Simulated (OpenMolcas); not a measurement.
# Excited-state calculation of AsF3 (part 2 of 2)

The same run, continued: AsF3 (arsenic trifluoride); CIS/ANO-S-VDZ, RHF (OpenMolcas 26.06). The geometry comes from this level: PBE0-D4/def2-TZVP.

Geometry of the input (Å):
```
F  -0.4459  0.3956  1.3626
As -0.4620  -0.4572  -0.1256
F  1.2040  -0.8659  -0.1127
F  -0.2962  0.9276  -1.1243
```

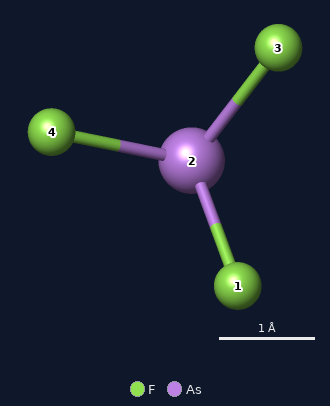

Fig. 1: The structure as given in the input (ball-and-stick view, seen on its broad side; atoms are numbered from 1 in the order of the input).

### Log, continued
```
++    Molecular charges:
      ------------------

      Mulliken charges per centre
      ---------------------------

                F1      AS2     F3      F4
      Total    9.5704 31.2888  9.5704  9.5704

      N-E     -0.5704  1.7112 -0.5704 -0.5704

      Total electronic charge=   60.000000

      Total            charge=   -0.000000
--

      Expectation values of various properties for root number:  1
      -----------------------------------------------------------

++    Molecular properties:
      ---------------------

      Charge (e):
                      =   -0.0000
      Dipole Moment (debye):
      Origin of the operator (angstrom)=   -0.1958   -0.1938   -0.0533
                   X= -2.8548E+00               Y= -2.8258E+00               Z= -7.7645E-01           Total=  4.0912E+00
      Quadrupole Moment (debye*angstrom):
      Origin of the operator (angstrom)=   -0.1958   -0.1938   -0.0533
                  XX= -3.5965E+01              XY=  1.9800E+00              XZ=  5.4390E-01              YY= -3.6006E+01
                  YZ=  5.3844E-01              ZZ= -3.7818E+01
      In traceless form (debye*angstrom)
                  XX=  9.4666E-01              XY=  2.9700E+00              XZ=  8.1584E-01              YY=  8.8558E-01
                  YZ=  8.0765E-01              ZZ= -1.8322E+00
--

      LoProp population analysis for root number:  1
      -----------------------------------------------

++    LoProp analysis:
      ----------------

++    Static properties:
      ------------------

      LoProp Charges per center

                   F1       AS2      F3       F4
      Nuclear      9.0000  33.0000   9.0000   9.0000
      Electronic  -9.5227 -31.4320  -9.5227  -9.5227

      Total       -0.5227   1.5680  -0.5227  -0.5227
--

      Natural Bond Order analysis for root number:  1

++    Natural Bond Order analysis
      ---------------------------
      Based on LoProp computed density
      -------------------------------------------------------------------------------------
      Atom A       Atom B       Bond Order
      -------------------------------------------------------------------------------------
      NBO located      1.000 non-bonded electrons on atom F1
      NBO located      0.990 non-bonded electrons on atom F1
      NBO located      0.988 non-bonded electrons on atom F1
      NBO located      0.993 non-bonded electrons on atom AS2
      NBO located      0.997 non-bonded electrons on atom AS2
      NBO located      0.998 non-bonded electrons on atom AS2
      NBO located      0.998 non-bonded electrons on atom AS2
      NBO located      0.998 non-bonded electrons on atom AS2
      NBO located      0.998 non-bonded electrons on atom AS2
      NBO located      0.999 non-bonded electrons on atom AS2
      NBO located      0.999 non-bonded electrons on atom AS2
      NBO located      0.999 non-bonded electrons on atom AS2
      NBO located      0.999 non-bonded electrons on atom AS2
      NBO located      1.000 non-bonded electrons on atom AS2
      NBO located      1.000 non-bonded electrons on atom AS2
      NBO located      1.000 non-bonded electrons on atom AS2
      NBO located      1.000 non-bonded electrons on atom AS2
      NBO located      1.000 non-bonded electrons on atom F3
      NBO located      0.988 non-bonded electrons on atom F3
      NBO located      0.991 non-bonded electrons on atom F3
      NBO located      1.000 non-bonded electrons on atom F4
      NBO located      0.994 non-bonded electrons on atom F4
      NBO located      0.987 non-bonded electrons on atom F4
      The remaining    7.088 electrons are to be considered as diffuse
--

--

      Von Neumann Entropy (Root   2) =  1.22142

      Mulliken population analysis for root number:  2
      -----------------------------------------------

++    Molecular charges:
      ------------------

      Mulliken charges per centre
      ---------------------------

                F1      AS2     F3      F4
      Total    9.4470 31.6635  9.4448  9.4448

      N-E     -0.4470  1.3365 -0.4448 -0.4448

      Total electronic charge=   60.000000

      Total            charge=   -0.000000
--

      Expectation values of various properties for root number:  2
      -----------------------------------------------------------

++    Molecular properties:
      ---------------------

      Charge (e):
                      =   -0.0000
      Dipole Moment (debye):
      Origin of the operator (angstrom)=   -0.1958   -0.1938   -0.0533
                   X= -2.6321E+00               Y= -2.6385E+00               Z= -7.7445E-01           Total=  3.8065E+00
      Quadrupole Moment (debye*angstrom):
      Origin of the operator (angstrom)=   -0.1958   -0.1938   -0.0533
                  XX= -3.6172E+01              XY=  2.6815E+00              XZ=  2.1926E+00              YY= -3.5947E+01
                  YZ= -5.0922E-01              ZZ= -4.2062E+01
      In traceless form (debye*angstrom)
                  XX=  2.8321E+00              XY=  4.0222E+00              XZ=  3.2888E+00              YY=  3.1709E+00
                  YZ= -7.6383E-01              ZZ= -6.0030E+00
--

      LoProp population analysis for root number:  2
      -----------------------------------------------

++    LoProp analysis:
      ----------------

++    Static properties:
      ------------------

      LoProp Charges per center

                   F1       AS2      F3       F4
      Nuclear      9.0000  33.0000   9.0000   9.0000
      Electronic  -9.4756 -31.6774  -9.4235  -9.4235

      Total       -0.4756   1.3226  -0.4235  -0.4235
--

      Natural Bond Order analysis for root number:  2

++    Natural Bond Order analysis
      ---------------------------
      Based on LoProp computed density
      -------------------------------------------------------------------------------------
      Atom A       Atom B       Bond Order
      -------------------------------------------------------------------------------------
      NBO located      0.999 non-bonded electrons on atom F1
      NBO located      0.968 non-bonded electrons on atom F1
      NBO located      0.902 non-bonded electrons on atom AS2
      NBO located      0.995 non-bonded electrons on atom AS2
      NBO located      0.997 non-bonded electrons on atom AS2
      NBO located      0.997 non-bonded electrons on atom AS2
      NBO located      0.998 non-bonded electrons on atom AS2
      NBO located      0.998 non-bonded electrons on atom AS2
      NBO located      0.998 non-bonded electrons on atom AS2
      NBO located      0.998 non-bonded electrons on atom AS2
      NBO located      0.999 non-bonded electrons on atom AS2
      NBO located      0.999 non-bonded electrons on atom AS2
      NBO located      0.999 non-bonded electrons on atom AS2
      NBO located      1.000 non-bonded electrons on atom AS2
      NBO located      1.000 non-bonded electrons on atom AS2
      NBO located      1.000 non-bonded electrons on atom AS2
      NBO located      1.000 non-bonded electrons on atom AS2
      NBO located      1.000 non-bonded electrons on atom F3
      NBO located      0.987 non-bonded electrons on atom F3
      NBO located      0.969 non-bonded electrons on atom F3
      NBO located      0.966 non-bonded electrons on atom F3
      NBO located      1.000 non-bonded electrons on atom F4
      NBO located      0.999 non-bonded electrons on atom F4
      NBO located      0.952 non-bonded electrons on atom F4
      The remaining    5.815 electrons are to be considered as diffuse
--

--

      Von Neumann Entropy (Root   3) =  1.21678

      Mulliken population analysis for root number:  3
      -----------------------------------------------

++    Molecular charges:
      ------------------

      Mulliken charges per centre
      ---------------------------

                F1      AS2     F3      F4
      Total    9.4440 31.6635  9.4462  9.4462

      N-E     -0.4440  1.3365 -0.4462 -0.4462

      Total electronic charge=   60.000000

      Total            charge=   -0.000000
--

      Expectation values of various properties for root number:  3
      -----------------------------------------------------------

++    Molecular properties:
      ---------------------

      Charge (e):
                      =   -0.0000
      Dipole Moment (debye):
      Origin of the operator (angstrom)=   -0.1958   -0.1938   -0.0533
                   X= -2.6795E+00               Y= -2.6192E+00               Z= -6.7016E-01           Total=  3.8065E+00
      Quadrupole Moment (debye*angstrom):
      Origin of the operator (angstrom)=   -0.1958   -0.1938   -0.0533
                  XX= -3.7729E+01              XY=  4.2816E+00              XZ= -2.7968E-01              YY= -3.8098E+01
                  YZ=  2.4028E+00              ZZ= -3.8354E+01
      In traceless form (debye*angstrom)
                  XX=  4.9687E-01              XY=  6.4225E+00              XZ= -4.1952E-01              YY= -5.6666E-02
                  YZ=  3.6042E+00              ZZ= -4.4020E-01
--

      LoProp population analysis for root number:  3
      -----------------------------------------------

++    LoProp analysis:
      ----------------

++    Static properties:
      ------------------

      LoProp Charges per center

                   F1       AS2      F3       F4
      Nuclear      9.0000  33.0000   9.0000   9.0000
      Electronic  -9.4061 -31.6774  -9.4583  -9.4582

      Total       -0.4061   1.3226  -0.4583  -0.4582
--

      Natural Bond Order analysis for root number:  3

++    Natural Bond Order analysis
      ---------------------------
      Based on LoProp computed density
      -------------------------------------------------------------------------------------
      Atom A       Atom B       Bond Order
      -------------------------------------------------------------------------------------
      NBO located      1.000 non-bonded electrons on atom F1
      NBO located      0.992 non-bonded electrons on atom F1
      NBO located      0.969 non-bonded electrons on atom F1
      NBO located      0.995 non-bonded electrons on atom AS2
      NBO located      0.997 non-bonded electrons on atom AS2
      NBO located      0.997 non-bonded electrons on atom AS2
      NBO located      0.998 non-bonded electrons on atom AS2
      NBO located      0.998 non-bonded electrons on atom AS2
      NBO located      0.998 non-bonded electrons on atom AS2
      NBO located      0.998 non-bonded electrons on atom AS2
      NBO located      0.999 non-bonded electrons on atom AS2
      NBO located      0.999 non-bonded electrons on atom AS2
      NBO located      0.999 non-bonded electrons on atom AS2
      NBO located      1.000 non-bonded electrons on atom AS2
      NBO located      1.000 non-bonded electrons on atom AS2
      NBO located      1.000 non-bonded electrons on atom AS2
      NBO located      1.000 non-bonded electrons on atom AS2
      NBO located      0.919 non-bonded electrons on atom F3
      NBO located      0.966 non-bonded electrons on atom F3
      NBO located      0.999 non-bonded electrons on atom F3
      NBO located      0.995 non-bonded electrons on atom F3
      NBO located      0.999 non-bonded electrons on atom F4
      NBO located      0.908 non-bonded electrons on atom F4
      NBO located      0.961 non-bonded electrons on atom F4
      The remaining    5.849 electrons are to be considered as diffuse
--

--

      Von Neumann Entropy (Root   4) =  1.22112

      Mulliken population analysis for root number:  4
      -----------------------------------------------

++    Molecular charges:
      ------------------

      Mulliken charges per centre
      ---------------------------

                F1      AS2     F3      F4
      Total    9.4608 31.6176  9.4608  9.4608

      N-E     -0.4608  1.3824 -0.4608 -0.4608

      Total electronic charge=   60.000000

      Total            charge=   -0.000000
--

      Expectation values of various properties for root number:  4
      -----------------------------------------------------------

++    Molecular properties:
      ---------------------

      Charge (e):
                      =   -0.0000
      Dipole Moment (debye):
      Origin of the operator (angstrom)=   -0.1958   -0.1938   -0.0533
                   X= -3.2126E+00               Y= -3.1799E+00               Z= -8.7369E-01           Total=  4.6039E+00
      Quadrupole Moment (debye*angstrom):
      Origin of the operator (angstrom)=   -0.1958   -0.1938   -0.0533
                  XX= -3.8260E+01              XY=  5.3802E-01              XZ=  1.4772E-01              YY= -3.8270E+01
                  YZ=  1.4638E-01              ZZ= -3.8763E+01
      In traceless form (debye*angstrom)
                  XX=  2.5681E-01              XY=  8.0703E-01              XZ=  2.2158E-01              YY=  2.4091E-01
                  YZ=  2.1957E-01              ZZ= -4.9772E-01
--

      LoProp population analysis for root number:  4
      -----------------------------------------------

++    LoProp analysis:
      ----------------

++    Static properties:
      ------------------

      LoProp Charges per center

                   F1       AS2      F3       F4
      Nuclear      9.0000  33.0000   9.0000   9.0000
      Electronic  -9.4516 -31.6452  -9.4516  -9.4516

      Total       -0.4516   1.3548  -0.4516  -0.4516
--

      Natural Bond Order analysis for root number:  4

++    Natural Bond Order analysis
      ---------------------------
      Based on LoProp computed density
      -------------------------------------------------------------------------------------
      Atom A       Atom B       Bond Order
      -------------------------------------------------------------------------------------
      NBO located      0.999 non-bonded electrons on atom F1
      NBO located      0.987 non-bonded electrons on atom F1
      NBO located      0.921 non-bonded electrons on atom F1
      NBO located      0.989 non-bonded electrons on atom AS2
      NBO located      0.997 non-bonded electrons on atom AS2
      NBO located      0.998 non-bonded electrons on atom AS2
      NBO located      0.998 non-bonded electrons on atom AS2
      NBO located      0.998 non-bonded electrons on atom AS2
      NBO located      0.998 non-bonded electrons on atom AS2
      NBO located      0.998 non-bonded electrons on atom AS2
      NBO located      0.999 non-bonded electrons on atom AS2
      NBO located      0.999 non-bonded electrons on atom AS2
      NBO located      0.999 non-bonded electrons on atom AS2
      NBO located      1.000 non-bonded electrons on atom AS2
      NBO located      1.000 non-bonded electrons on atom AS2
      NBO located      1.000 non-bonded electrons on atom AS2
      NBO located      1.000 non-bonded electrons on atom AS2
      NBO located      0.925 non-bonded electrons on atom F3
      NBO located      0.960 non-bonded electrons on atom F3
      NBO located      0.999 non-bonded electrons on atom F3
      NBO located      0.992 non-bonded electrons on atom F3
      NBO located      0.925 non-bonded electrons on atom F4
      NBO located      0.999 non-bonded electrons on atom F4
      NBO located      0.979 non-bonded electrons on atom F4
      The remaining    5.725 electrons are to be considered as diffuse
--

--

      Von Neumann Entropy (Root   5) =  1.77717

      Mulliken population analysis for root number:  5
      -----------------------------------------------

++    Molecular charges:
      ------------------

      Mulliken charges per centre
      ---------------------------

                F1      AS2     F3      F4
      Total    9.0727 32.1778  9.4241  9.3254

      N-E     -0.0727  0.8222 -0.4241 -0.3254

      Total electronic charge=   60.000000

      Total            charge=   -0.000000
--

      Expectation values of various properties for root number:  5
      -----------------------------------------------------------

++    Molecular properties:
      ---------------------

      Charge (e):
                      =   -0.0000
      Dipole Moment (debye):
      Origin of the operator (angstrom)=   -0.1958   -0.1938   -0.0533
                   X= -1.3011E+00               Y=  5.2882E-01               Z=  1.4789E+00           Total=  2.0395E+00
      Quadrupole Moment (debye*angstrom):
      Origin of the operator (angstrom)=   -0.1958   -0.1938   -0.0533
                  XX= -3.6812E+01              XY=  4.5768E-01              XZ=  2.2380E-02              YY= -3.5930E+01
                  YZ=  7.6300E-01              ZZ= -3.5202E+01
      In traceless form (debye*angstrom)
                  XX= -1.2458E+00              XY=  6.8652E-01              XZ=  3.3570E-02              YY=  7.6659E-02
                  YZ=  1.1445E+00              ZZ=  1.1691E+00
--

      LoProp population analysis for root number:  5
      -----------------------------------------------

++    LoProp analysis:
      ----------------

++    Static properties:
      ------------------

      LoProp Charges per center

                   F1       AS2      F3       F4
      Nuclear      9.0000  33.0000   9.0000   9.0000
      Electronic  -9.0803 -32.1989  -9.4062  -9.3146

      Total       -0.0803   0.8011  -0.4062  -0.3146
--

      Natural Bond Order analysis for root number:  5

++    Natural Bond Order analysis
      ---------------------------
      Based on LoProp computed density
      -------------------------------------------------------------------------------------
      Atom A       Atom B       Bond Order
      -------------------------------------------------------------------------------------
      NBO located      0.999 non-bonded electrons on atom F1
      NBO located      0.936 non-bonded electrons on atom F1
      NBO located      0.992 non-bonded electrons on atom AS2
      NBO located      0.997 non-bonded electrons on atom AS2
      NBO located      0.997 non-bonded electrons on atom AS2
      NBO located      0.998 non-bonded electrons on atom AS2
      NBO located      0.998 non-bonded electrons on atom AS2
      NBO located      0.998 non-bonded electrons on atom AS2
      NBO located      0.998 non-bonded electrons on atom AS2
      NBO located      0.999 non-bonded electrons on atom AS2
      NBO located      0.999 non-bonded electrons on atom AS2
      NBO located      0.999 non-bonded electrons on atom AS2
      NBO located      1.000 non-bonded electrons on atom AS2
      NBO located      1.000 non-bonded electrons on atom AS2
      NBO located      1.000 non-bonded electrons on atom AS2
      NBO located      1.000 non-bonded electrons on atom AS2
      NBO located      1.000 non-bonded electrons on atom F3
      NBO located      0.985 non-bonded electrons on atom F3
      NBO located      0.912 non-bonded electrons on atom F3
      NBO located      0.999 non-bonded electrons on atom F4
      NBO located      0.962 non-bonded electrons on atom F4
      The remaining    8.635 electrons are to be considered as diffuse
--

--

      Average orbitals are written to the RASORB file
      Natural orbitals for root   1 are written to the RASORB.1 file
      Natural orbitals for root   2 are written to the RASORB.2 file
      Natural orbitals for root   3 are written to the RASORB.3 file
      Natural orbitals for root   4 are written to the RASORB.4 file
      Natural orbitals for root   5 are written to the RASORB.5 file
      Spin density orbitals for root   1 are written to the SPDORB.1 file
      Spin density orbitals for root   2 are written to the SPDORB.2 file
      Spin density orbitals for root   3 are written to the SPDORB.3 file
      Spin density orbitals for root   4 are written to the SPDORB.4 file
      Spin density orbitals for root   5 are written to the SPDORB.5 file

--- Stop Module: rasscf /rc=_RC_ALL_IS_WELL_ ---
           step2.RasOrb step2.RasOrb.1 step2.RasOrb.2 step2.RasOrb.3 step2.RasOrb.4 step2.RasOrb.5 step2.rasscf.h5 step2.SpdOrb.1 step2.SpdOrb.2 step2.SpdOrb.3 step2.SpdOrb.4
           step2.SpdOrb.5 xmldump
--- Module rasscf spent 15 seconds ---

.##################.
.# Happy landing! #.
.##################.

    Timing: Wall=17.74 User=15.95 System=1.78
```

### Results in brief

- outcome: converged
- total energy: −2532.539453 hartree
- basis functions: 49
- wall time: 18 s
- peak memory: 0.2 GiB
